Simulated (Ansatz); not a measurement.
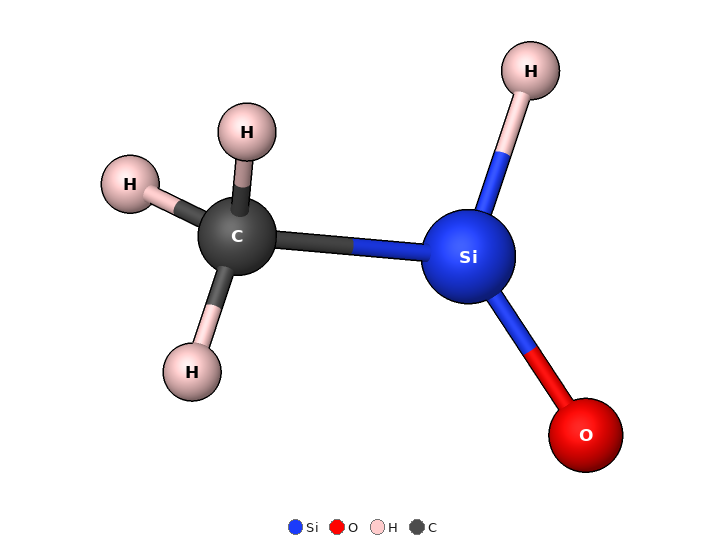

Harmonic vibrations computed with RKS PBE0-D4/def2-TZVP (Ansatz 0.2.0) at a stationary point of the same level.

> Is this a minimum or a saddle point?

A minimum: no imaginary frequency, and the lowest mode lies at 90 cm⁻¹.

> How many vibrational modes are there, and where do they lie?

15 modes: 90, 274, 486, 666, 761, 762, 921, 1245, 1274, 1431, 1436, 2209, 3046, 3120, 3166 cm⁻¹.
